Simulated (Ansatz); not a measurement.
**CH₆SiTe (SMILES C[Te][SiH3]): density, localisation and related maps**

The calculation's input:

```
crystal:
  periodic: [false, false, false]
  atoms:
    - symbol: C
      position_ang: [-2.221888, 0.510992, 0.506297]
    - symbol: Si
      position_ang: [-0.879921, -1.906766, -1.515681]
    - symbol: Te
      position_ang: [-3.074746, -0.772211, -1.050298]
    - symbol: H
      position_ang: [-1.820446, -0.110290, 1.316067]
    - symbol: H
      position_ang: [-3.042168, 1.134604, 0.884255]
    - symbol: H
      position_ang: [-1.439109, 1.144857, 0.072304]
    - symbol: H
      position_ang: [-1.125740, -2.900065, -2.598703]
    - symbol: H
      position_ang: [0.148075, -0.920394, -1.959256]
    - symbol: H
      position_ang: [-0.368856, -2.603077, -0.298943]
basis:
  gaussian:
    orbitals: def2-TZVPD
hamiltonian:
  xc: {name: PBE0}
output:
  forces: true
  orbitals: {seedname: orbitals}
```

Run with:

```sh
ansatz run input.yaml --threads 2 --pin off --max-ram 4350MiB --events-out events.jsonl --progress --plain --runs-dir runs
```

Geometry: B3LYP-D3(BJ)/def2-SVP; core potentials replace the inner electrons of Te.

Computed with isolated molecule in a Gaussian basis; Kohn-Sham density functional theory, functional PBE0 in Ansatz 0.2.0.

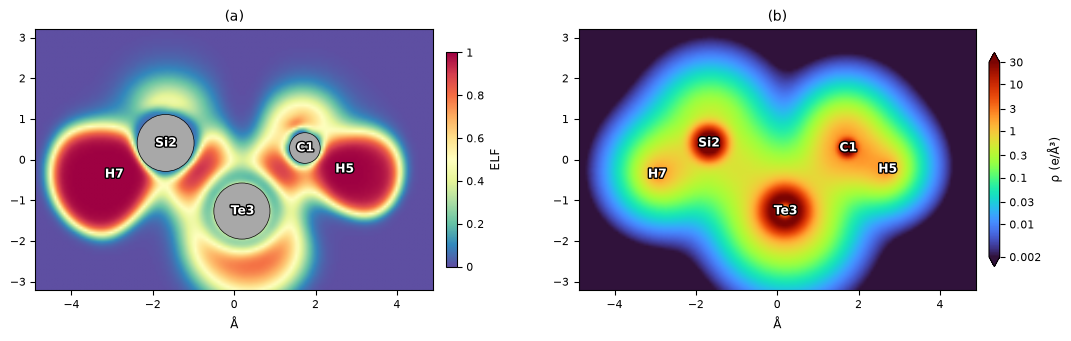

Figure 1. (a) electron localisation function; (b) electron density on the plane of atoms Te3, C1 and H5. Grey discs cover the atomic cores in the ELF map.

Question: Interpret the plot.

Answer:
- The plane passes through C, Si, Te and H nuclei.
- C–Te (2.19 Å): ρ is about 0.72 e/Å³ halfway; the ELF peaks at about 0.90 between the atoms; a shared electron pair.
- Si–Te (2.51 Å): ρ at the midpoint is about 0.58 e/Å³; the ELF peaks at about 0.90 between the atoms; a shared electron pair.
- C–H (1.10 Å): the density is about 2 e/Å³ at the midpoint; the ELF climbs to about 1 towards the hydrogen, as it does in any bond to H; a covalent bond by its length.
- Si–H (1.49 Å): the density is about 0.8 e/Å³ at the midpoint; the ELF climbs to about 1 towards the hydrogen.
- The ELF also peaks beside Te3, away from the bonds: lone-pair regions.

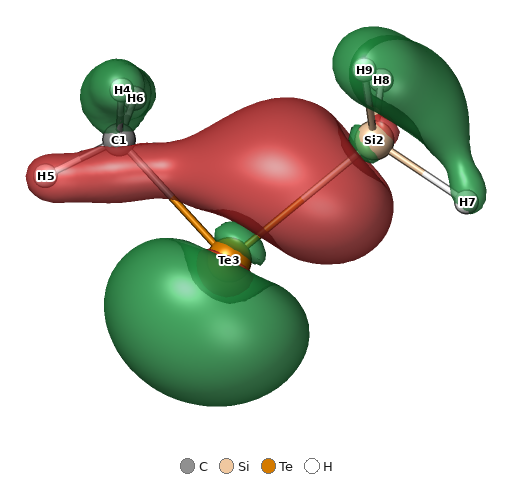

Figure 2. The HOMO−1 at ±0.1 Å⁻³ᐟ² (green and red are the two phases), seen across its widest extent.

Question: What is the character of this orbital?

Answer: It lies mainly on Te3 (about 60 %) and Si2 (about 25 %). Its energy is −8.10 eV.
